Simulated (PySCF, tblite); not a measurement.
# C₅H₉NOSi: geometry, infrared bands and NMR shifts

Wanted: the infrared bands and NMR shifts of C₅H₉NOSi (`CO[SiH2][C@@H]1C[C@H]1C#N`), by calculation.

Programs: tblite 0.8.0 and PySCF 2.14.0, with density-fitted response routines of our own. Each step states its level of theory. These are calculated values for one molecule in the gas phase, unless marked as measured. Atoms are numbered from 0 throughout.

### Step 1. The molecule as given

17 atoms, charge 0, multiplicity 1; geometry from: force field or distance geometry start.

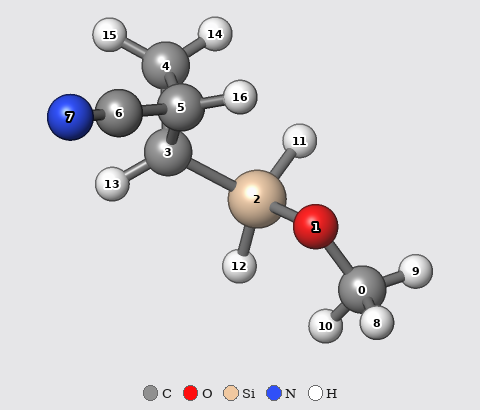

The starting geometry (carbon grey, oxygen red, silicon light orange, nitrogen blue, hydrogen white), atoms numbered; sticks join atoms by distance.

### Step 2. Geometry optimisation with GFN2-xTB

The job: settings as JSON, then the geometry in Å.

```
{"job": {"kind": "relax", "xc": "GFN2-xTB", "basis": "xTB"}, "charge": 0, "multiplicity": 1}
C      2.866900     0.327000     0.808300
O      1.498000     0.623100     0.742900
Si     0.861600     0.068200    -0.752900
C     -0.961400    -0.275600    -0.517800
C     -1.907200     0.760000    -1.016800
C     -1.653600     0.630600     0.457100
C     -2.658800    -0.004200     1.291800
N     -3.448500    -0.494000     1.953100
H      3.129000     0.240400     1.890900
H      3.488900     1.091900     0.337200
H      2.995100    -0.656600     0.317000
H      1.004300     1.155100    -1.731700
H      1.593800    -1.096900    -1.182000
H     -1.276800    -1.343100    -0.580700
H     -1.492000     1.652700    -1.526000
H     -2.903600     0.468600    -1.396100
H     -1.142700     1.514400     0.895900
```

The run is started by

```bash
OMP_NUM_THREADS=1 python probes_run.py task.json out
```

This one command runs all jobs of the session in turn.

Output:

```text
step      E/eV     max force
  0    -652.32717    2.330
  1    -652.47701    3.097
  2    -652.48477    3.867
  3    -652.60845    0.656
  4    -652.63499    0.602
  5    -652.68863    0.523
  6    -652.71026    0.364
  7    -652.74564    0.412
  8    -652.76349    0.331
  9    -652.77776    0.288
 10    -652.78864    0.263
 11    -652.80073    0.256
 12    -652.81449    0.268
 13    -652.82875    0.271
 14    -652.83978    0.292
 15    -652.84799    0.222
 16    -652.85487    0.171
 17    -652.85958    0.127
 18    -652.86234    0.118
 19    -652.86386    0.076
 20    -652.86478    0.080
 21    -652.86554    0.079
 22    -652.86646    0.090
 23    -652.86757    0.097
 24    -652.86869    0.081
 25    -652.86965    0.073
 26    -652.87054    0.063
 27    -652.87153    0.089
 28    -652.87268    0.106
 29    -652.87391    0.088
 30    -652.87515    0.088
 31    -652.87636    0.079
 32    -652.87748    0.079
 33    -652.87838    0.070
 34    -652.87908    0.059
 35    -652.87966    0.054
 36    -652.88016    0.062
 37    -652.88056    0.060
 38    -652.88090    0.045
 39    -652.88128    0.055
 40    -652.88181    0.059
 41    -652.88244    0.063
 42    -652.88299    0.062
 43    -652.88338    0.053
 44    -652.88371    0.050
 45    -652.88404    0.049
 46    -652.88432    0.045
 47    -652.88451    0.030
 48    -652.88462    0.024
 49    -652.88470    0.025
 50    -652.88478    0.022
 51    -652.88486    0.019
 52    -652.88492    0.020
 53    -652.88497    0.014
 54    -652.88501    0.014
 55    -652.88505    0.017
 56    -652.88511    0.022
 57    -652.88517    0.024
 58    -652.88523    0.018
 59    -652.88527    0.020
 60    -652.88532    0.023
 61    -652.88537    0.019
 62    -652.88542    0.015
 63    -652.88545    0.015
 64    -652.88548    0.015
 65    -652.88552    0.016
 66    -652.88556    0.015
 67    -652.88562    0.015
 68    -652.88567    0.017
 69    -652.88572    0.021
 70    -652.88579    0.024
 71    -652.88587    0.029
 72    -652.88598    0.031
 73    -652.88609    0.028
 74    -652.88621    0.029
 75    -652.88632    0.028
 76    -652.88644    0.029
 77    -652.88655    0.018
 78    -652.88663    0.022
 79    -652.88670    0.019
 80    -652.88676    0.020
 81    -652.88682    0.017
 82    -652.88687    0.016
 83    -652.88692    0.017
 84    -652.88698    0.023
 85    -652.88707    0.031
 86    -652.88718    0.031
 87    -652.88730    0.031
 88    -652.88745    0.031
 89    -652.88763    0.039
 90    -652.88787    0.042
 91    -652.88808    0.033
 92    -652.88822    0.022
 93    -652.88830    0.023
 94    -652.88838    0.023
 95    -652.88848    0.030
 96    -652.88860    0.024
 97    -652.88874    0.069
 98    -652.88890    0.033
 99    -652.88913    0.033
100    -652.88940    0.054
101    -652.88969    0.082
102    -652.88997    0.051
103    -652.89014    0.082
104    -652.89024    0.103
105    -652.89038    0.038
106    -652.89053    0.033
107    -652.89079    0.060
108    -652.89114    0.093
109    -652.89156    0.065
110    -652.89161    0.111
111    -652.89258    0.080
112    -652.89349    0.099
113    -652.89546    0.130
114    -652.89659    0.100
115    -652.89713    0.134
116    -652.89789    0.071
117    -652.89898    0.076
118    -652.90028    0.079
119    -652.90274    0.104
120    -652.90492    0.104
121    -652.90656    0.121
122    -652.90769    0.128
123    -652.90977    0.078
124    -652.91128    0.071
125    -652.91353    0.099
126    -652.91441    0.125
127    -652.91593    0.103
128    -652.91746    0.079
129    -652.91901    0.071
130    -652.92068    0.103
131    -652.92200    0.117
132    -652.92322    0.108
133    -652.92477    0.115
134    -652.92577    0.062
135    -652.92658    0.073
136    -652.92738    0.068
137    -652.92773    0.083
138    -652.92800    0.030
139    -652.92827    0.051
140    -652.92849    0.063
141    -652.92876    0.047
142    -652.92907    0.035
143    -652.92927    0.055
144    -652.92952    0.044
145    -652.92981    0.049
146    -652.93018    0.055
147    -652.93050    0.058
148    -652.93084    0.051
149    -652.93112    0.051
150    -652.93153    0.054
151    -652.93187    0.085
152    -652.93248    0.106
153    -652.93297    0.082
154    -652.93378    0.060
155    -652.93411    0.104
156    -652.93428    0.142
157    -652.93496    0.062
158    -652.93521    0.029
159    -652.93553    0.042
160    -652.93572    0.049
161    -652.93589    0.053
162    -652.93603    0.023
163    -652.93617    0.053
164    -652.93637    0.048
165    -652.93656    0.054
166    -652.93673    0.031
167    -652.93686    0.049
168    -652.93703    0.039
169    -652.93721    0.033
170    -652.93738    0.055
171    -652.93751    0.078
172    -652.93770    0.070
173    -652.93798    0.076
174    -652.93812    0.043
175    -652.93841    0.070
176    -652.93862    0.115
177    -652.93889    0.103
178    -652.93923    0.038
179    -652.93951    0.027
180    -652.93971    0.042
181    -652.93984    0.066
182    -652.93995    0.047
183    -652.94008    0.039
184    -652.94021    0.025
185    -652.94034    0.035
186    -652.94044    0.017
187    -652.94048    0.061
188    -652.94058    0.035
189    -652.94064    0.016
190    -652.94075    0.023
191    -652.94083    0.044
192    -652.94091    0.026
193    -652.94098    0.018
194    -652.94105    0.017
195    -652.94105    0.053
196    -652.94111    0.030
197    -652.94114    0.010
```

Run time: 2.4 s. Hardware: 1 thread of Arm Neoverse N1, shared host.

Relaxation path: (not every step is listed)

```
step  energy from step 0 (eV)  largest force (eV/Å)
   0                   0.0000                2.3296
   1                  -0.1498                3.0975
   2                  -0.1576                3.8666
   3                  -0.2813                0.6559
   4                  -0.3078                0.6016
   5                  -0.3615                0.5233
   6                  -0.3831                0.3637
   7                  -0.4185                0.4116
   8                  -0.4363                0.3306
  26                  -0.5434                0.0629
  44                  -0.5565                0.0496
  62                  -0.5582                0.0146
  80                  -0.5596                0.0195
  98                  -0.5617                0.0335
 116                  -0.5707                0.0711
 134                  -0.5986                0.0624
 152                  -0.6053                0.1060
 170                  -0.6102                0.0554
 188                  -0.6134                0.0350
 192                  -0.6137                0.0257
 193                  -0.6138                0.0178
 194                  -0.6139                0.0172
 195                  -0.6139                0.0529
 196                  -0.6139                0.0298
 197                  -0.6140                0.0099
```

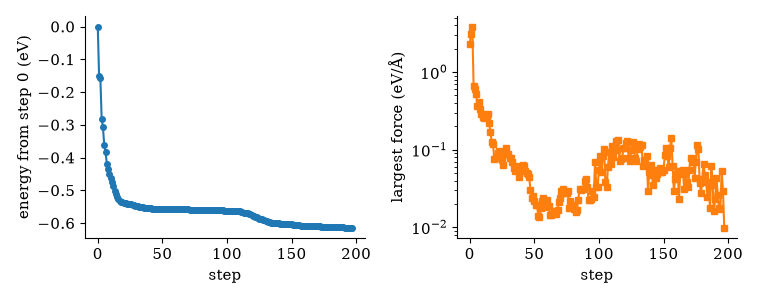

Energy and force, step by step.

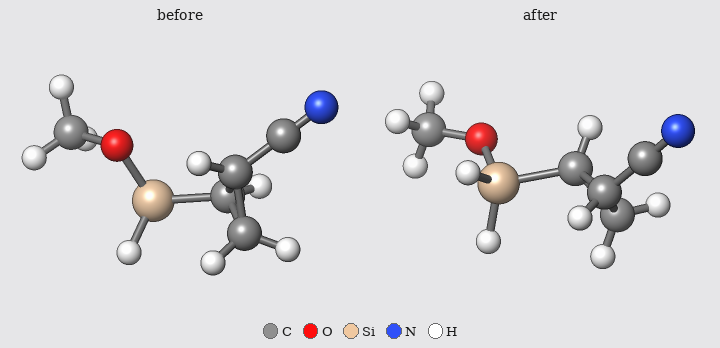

Before and after, at one scale.

Close pairs (by a distance rule), those that changed most:

```
   bond  before (Å)  after (Å)  change (Å)
 O1–Si2       1.718      1.616      -0.102
  C5–C6       1.453      1.417      -0.036
 C3–H13       1.115      1.084      -0.031
 C4–H14       1.108      1.079      -0.029
 C5–H16       1.111      1.083      -0.028
Si2–H12       1.441      1.469      +0.028
  C0–H8       1.117      1.090      -0.027
 C4–H15       1.105      1.081      -0.025
```

The next job starts from the end point, and lists it.

### Step 3. Harmonic vibrations with GFN2-xTB

The job: settings as JSON, then the geometry in Å.

```
{"job": {"kind": "ir", "xc": "GFN2-xTB", "basis": "xTB"}, "charge": 0, "multiplicity": 1}
C      3.208572    -0.301827     0.482831
O      1.816287    -0.321774     0.413095
Si     0.828348     0.786530    -0.224198
C     -0.851461     0.014421     0.097448
C     -1.811856    -0.218052    -1.023855
C     -2.063994     0.907789    -0.060387
C     -3.121295     0.777525     0.873990
N     -3.968954     0.655382     1.635022
H      3.529648    -1.152650     1.084185
H      3.562622     0.622162     0.944404
H      3.644898    -0.380511    -0.515407
H      0.967737     2.090032     0.438341
H      1.057028     0.982150    -1.662114
H     -0.914265    -0.695942     0.913610
H     -1.518588     0.050765    -2.027215
H     -2.465879    -1.076915    -0.973610
H     -1.905846     1.922408    -0.406049
```

Output:

```text
mode    cm-1     km/mol
  1      18.7      0.85
  2      76.7      0.47
  3      93.8      0.51
  4     104.2      0.83
  5     125.6      7.00
  6     179.5      9.39
  7     243.8      3.05
  8     258.2      3.40
  9     297.2      2.54
 10     507.6     15.90
 11     530.0     53.77
 12     534.9     51.81
 13     598.7     35.04
 14     721.2     19.18
 15     764.2    189.68
 16     794.0    218.29
 17     828.0    217.27
 18     838.8      6.07
 19     903.1      8.21
 20     942.6      8.10
 21     991.9     17.58
 22    1042.0     59.40
 23    1069.3      6.00
 24    1084.4      7.30
 25    1102.5      6.39
 26    1132.7      1.59
 27    1137.5     50.71
 28    1167.4    212.34
 29    1221.7      3.99
 30    1244.8     19.93
 31    1394.0      5.28
 32    1417.7      0.10
 33    1467.5      0.71
 34    1480.0      6.10
 35    1487.2      2.44
 36    2193.3    404.03
 37    2235.5    152.86
 38    2394.7    294.46
 39    2956.2     36.01
 40    2969.4     44.29
 41    2996.3     21.69
 42    3039.1      6.88
 43    3044.1     28.09
 44    3083.2     21.68
 45    3097.1     32.10
```

Wall time 1 s (1 thread of Arm Neoverse N1, shared host).

The strongest bands and the atoms that carry them (share of the mass-weighted mode):

```
cm⁻¹  km/mol                                  atoms
 764   189.7  H11 31 %, H12 30 %, O1 18 %, Si2 10 %
 794   218.3             Si2 42 %, C0 17 %, O1 16 %
 828   217.3                     H12 47 %, H11 46 %
1042    59.4    H16 28 %, C5 17 %, C3 15 %, C4 15 %
1167   212.3              O1 50 %, C0 27 %, H8 12 %
2193   404.0                     H12 52 %, H11 43 %
2236   152.9                     H11 53 %, H12 44 %
2395   294.5                       C6 60 %, N7 39 %
```

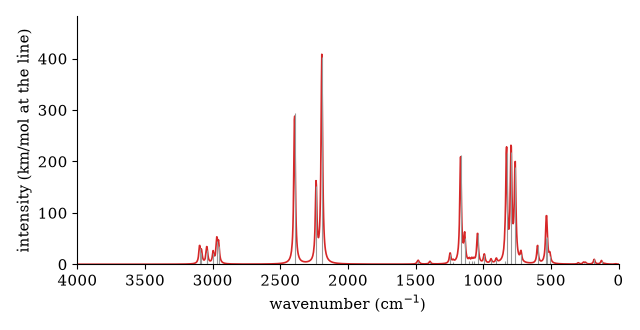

The infrared spectrum from these modes, unscaled. Lines are broadened to a width of 14 cm⁻¹ (Lorentzian).

### Step 4. Nuclear shieldings: PBE0/pcSseg-1

Settings changed since step 3:

```diff
@@ -1,2 +1,2 @@
-{"job": {"kind": "ir", "xc": "GFN2-xTB", "basis": "xTB"}, "charge": 0, "multiplicity": 1}
+{"job": {"kind": "nmr", "xc": "PBE0", "basis": "pcSseg-1"}, "charge": 0, "multiplicity": 1}
 C      3.208572    -0.301827     0.482831
```

With the program's defaults for keys left out, this is: GIAO PBE0/pcSseg-1 NMR shielding, non-relativistic, gas phase.

Output:

```text
coarse grid: 14784 points
cycle   1  E = -614.6738030335  dE =  1.187e+00  |g| = 7.513e-01  |ddm| = 3.743e+00
cycle   2  E = -614.4249482990  dE =  2.489e-01  |g| = 1.346e+00  |ddm| = 1.873e+00
cycle   3  E = -614.7798352187  dE = -3.549e-01  |g| = 1.824e-01  |ddm| = 1.317e+00
cycle   4  E = -614.7852022875  dE = -5.367e-03  |g| = 1.003e-01  |ddm| = 1.857e-01
cycle   5  E = -614.7872300630  dE = -2.028e-03  |g| = 1.993e-02  |ddm| = 8.659e-02
cycle   6  E = -614.7873106834  dE = -8.062e-05  |g| = 4.942e-03  |ddm| = 1.896e-02
cycle   7  E = -614.7873160049  dE = -5.322e-06  |g| = 1.239e-03  |ddm| = 4.925e-03
final grid: 138520 points
cycle   8  E = -614.8432400003  dE = -2.861e-05  |g| = 1.083e-02  |ddm| = 3.014e-02
cycle   9  E = -614.8432206929  dE =  1.931e-05  |g| = 1.488e-02  |ddm| = 1.758e-02
cycle  10  E = -614.8432639517  dE = -4.326e-05  |g| = 1.398e-03  |ddm| = 1.059e-02
cycle  11  E = -614.8432643523  dE = -4.006e-07  |g| = 2.393e-04  |ddm| = 1.366e-03
cycle  12  E = -614.8432643597  dE = -7.364e-09  |g| = 1.439e-04  |ddm| = 2.623e-04
cycle  13  E = -614.8432643633  dE = -3.613e-09  |g| = 6.556e-05  |ddm| = 1.341e-04
cycle  14  E = -614.8432643642  dE = -8.904e-10  |g| = 1.142e-05  |ddm| = 5.631e-05
converged SCF energy = -614.8432643642

GIAO shielding tensors (ppm)
atom      isotropic    diamagn.    paramagn.     s11        s22        s33       span
  0 C      132.801     239.504    -106.703    105.150    107.341    185.913     80.763
  1 O      334.557     401.048     -66.490    293.780    351.199    358.692     64.911
  2 Si     359.495     881.909    -522.414    323.580    325.760    429.144    105.564
  3 C      179.120     250.405     -71.285    145.765    177.281    214.314     68.549
  4 C      169.572     251.846     -82.273    143.395    164.908    200.415     57.020
  5 C      188.319     257.572     -69.254    162.319    173.898    228.739     66.420
  6 C       59.955     258.199    -198.244    -59.253    -54.803    293.921    353.174
  7 N      -22.899     339.924    -362.823   -203.200   -177.571    312.073    515.273
  8 H       27.596      27.275       0.322     23.220     25.311     34.258     11.038
  9 H       27.997      27.107       0.890     23.793     25.665     34.535     10.742
 10 H       27.936      27.296       0.641     23.649     25.577     34.583     10.934
 11 H       26.793      30.863      -4.070     23.008     26.173     31.197      8.189
 12 H       27.279      31.110      -3.831     23.741     26.527     31.567      7.826
 13 H       31.174      33.393      -2.219     24.585     29.218     39.719     15.134
 14 H       30.946      31.460      -0.514     25.522     27.279     40.038     14.516
 15 H       30.408      31.050      -0.642     25.147     26.770     39.307     14.160
 16 H       31.087      30.305       0.781     23.839     29.059     40.363     16.524
```

It took 54 s on 1 thread of Arm Neoverse N1, shared host; peak memory 0.83 GiB.

Shifts follow as δ = σ(reference) − σ, with reference shieldings (ppm) from runs at the same level and on the same kind of geometry: 1H TMS 31.72, 13C TMS 186.9, 29Si TMS 349.2, 15N NH3 267.7, 17O H2O 336.1. The references are single molecules in the gas phase, so shifts against H2O, NH3, PH3, H3PO4 or CFCl3 are not on the usual liquid scales and can be off by tens of ppm. Atoms listed in one row are averaged.

```
      atoms                               environment  σ (ppm)  δ (ppm)  δ scaled to CDCl3
         C6                            nitrile carbon     60.0    127.0              122.0
         C0                 methyl carbon bonded to O    132.8     54.1               50.9
         C4                three-membered-ring carbon    169.6     17.4               15.0
         C3                three-membered-ring carbon    179.1      7.8                5.7
         C5                three-membered-ring carbon    188.3     -1.4               -3.3
        H11      hydrogen on a silicon bonded to C, O    26.79     4.92                  –
        H12      hydrogen on a silicon bonded to C, O    27.28     4.44                  –
H8, H9, H10   hydrogen on a methyl carbon bonded to O    27.84     3.87               3.76
        H15  hydrogen on a three-membered-ring carbon    30.41     1.31               1.34
        H14  hydrogen on a three-membered-ring carbon    30.95     0.77               0.83
        H16  hydrogen on a three-membered-ring carbon    31.09     0.63               0.70
        H13  hydrogen on a three-membered-ring carbon    31.17     0.54               0.62
         O1                    oxygen bonded to C, Si    334.6      1.5                  –
        Si2               silicon bonded to C, O, 2 H    359.5    -10.3                  –
         N7                          nitrile nitrogen    -22.9    290.6                  –
```

The scaled column applies a straight-line fit of computed shieldings to shifts measured in CDCl3 (root-mean-square error 0.16 ppm for H, 1.9 ppm for C).

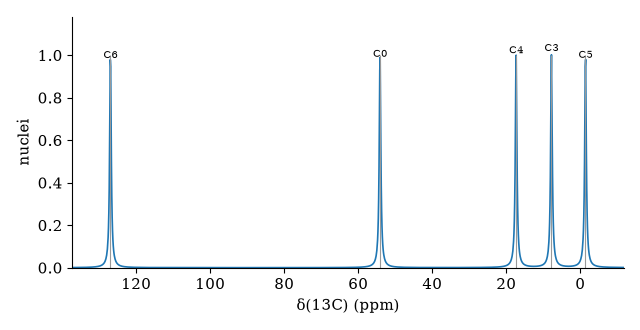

13C lines at the computed shifts, without couplings. Lines are broadened to a width of 0.51 ppm (Lorentzian).

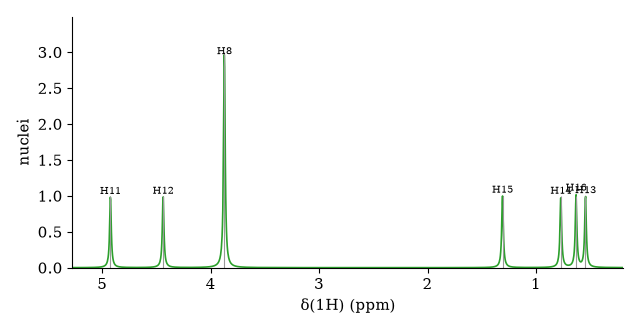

1H lines at the computed shifts, without couplings. Lines are broadened to a width of 0.02 ppm (Lorentzian).

Charges from the same density, by scheme (e):

```
atoms  Mulliken    IAO  Hirshfeld  ESP fit
   C0      0.00  -0.20      -0.03    -0.15
   O1     -0.63  -0.64      -0.22    -0.39
  Si2      0.89   1.03       0.41     0.66
   C3     -0.45  -0.41      -0.12    -0.29
   C4     -0.11  -0.26      -0.07    -0.31
   C5     -0.28  -0.17      -0.02    -0.24
   C6      0.15   0.14       0.08     0.43
   N7     -0.26  -0.26      -0.24    -0.49
```

IAO charges:

C0 -0.20; O1 -0.64; Si2 1.03; C3 -0.41; C4 -0.26; C5 -0.17; C6 0.14; N7 -0.26; H8 0.16; H9 0.13; H10 0.13; H11 -0.16; H12 -0.16; H13 0.18; H14 0.16; H15 0.17; H16 0.17

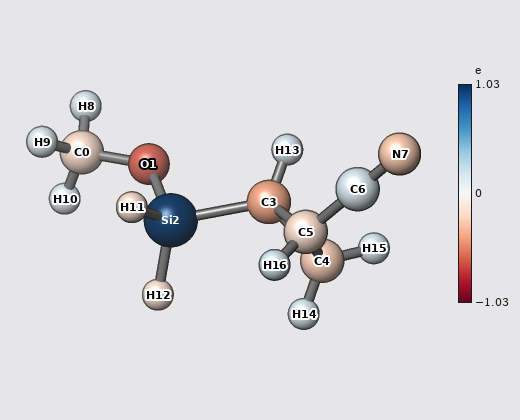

IAO charges, as colours on the atoms.

Mayer bond orders: C0–O1 0.89, O1–Si2 1.01, Si2–C3 0.84, C3–C4 0.96, C4–C5 0.92, C5–C6 1.03, C6–N7 3.05, C5–C3 0.89.

Ring of atoms C3, C4, C5: NICS(0) -46.1, NICS(1) -9.1, NICS(1)zz -23.4 ppm (means of both faces).

In rings of three or four atoms NICS is ruled by the nearby σ bonds, so it says little on aromaticity.

### Step 5. Results

```
                                                              quantity                                         value
                             strongest single infrared mode (GFN2-xTB)                         2193 cm⁻¹, 404 km/mol
                                          zero-point energy (GFN2-xTB)                                 79.8 kcal/mol
                                13C shifts against TMS (PBE0/pcSseg-1)              127.0, 54.1, 17.4, 7.8, -1.4 ppm
1H shifts against TMS (PBE0/pcSseg-1, means over atoms taken as alike)  4.92, 4.44, 3.87, 1.31, 0.77, 0.63, 0.54 ppm
                                17O shifts against H2O (PBE0/pcSseg-1)                                       1.5 ppm
                               29Si shifts against TMS (PBE0/pcSseg-1)                                     -10.3 ppm
                                15N shifts against NH3 (PBE0/pcSseg-1)                                     290.6 ppm
```

**Reading.** The optimisation took 197 steps and gained 0.614 eV; among the close pairs (by a distance rule), O1–Si2 changed most, from 1.718 to 1.616 Å. No mode is imaginary among the 45: a minimum at this level. The strongest single mode, at 2193 cm⁻¹, moves mainly H12 and H11. GFN2-xTB is a fitted tight-binding method: band positions and strengths are rough. Its intensities can rank the bands wrongly. At PBE0/pcSseg-1: The largest span, 515 ppm, is at N7, where the paramagnetic term is -363 ppm.
